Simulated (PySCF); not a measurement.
SMILES c1(C)ccccc1C(O)=O (C8H8O2) at its GFN2-xTB optimised geometry (Å):

```
18

C     -1.8446    -1.7486     0.0000
C     -1.0441    -0.4891     0.0000
C     -1.6986     0.7377     0.0002
C     -1.0030     1.9322     0.0004
C      0.3827     1.9257     0.0002
C      1.0560     0.7220     0.0000
C      0.3606    -0.4891     0.0000
C      1.1294    -1.7504     0.0002
O      0.6736    -2.8687     0.0024
O      2.4636    -1.5551    -0.0025
H     -1.6077    -2.3503     0.8756
H     -1.6005    -2.3556    -0.8697
H     -2.9091    -1.5264    -0.0048
H     -2.7792     0.7528     0.0003
H     -1.5414     2.8687     0.0007
H      0.9329     2.8545     0.0003
H      2.1343     0.7038    -0.0001
H      2.9091    -2.4162    -0.0024
```

Computed with PBE0/def2-SVP (PySCF 2.14.0). Cells within 0.4 Å of a nucleus heavier than hydrogen are left out (blank, or x).

Map of the log10 of the electron density (e/bohr³), floored at −4 on the plane z = 0.0 Å:

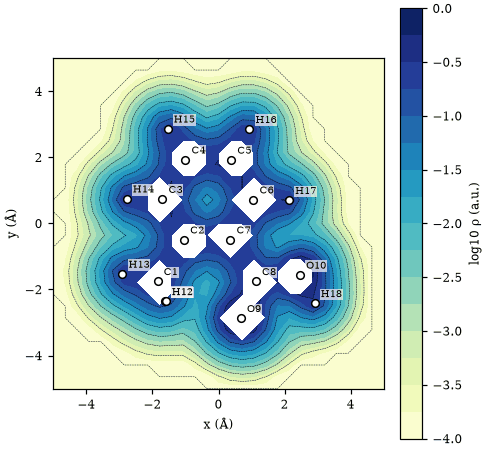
Figure. Log10 of the electron density (e/bohr³), floored at −4 on the plane z = 0.0 Å.
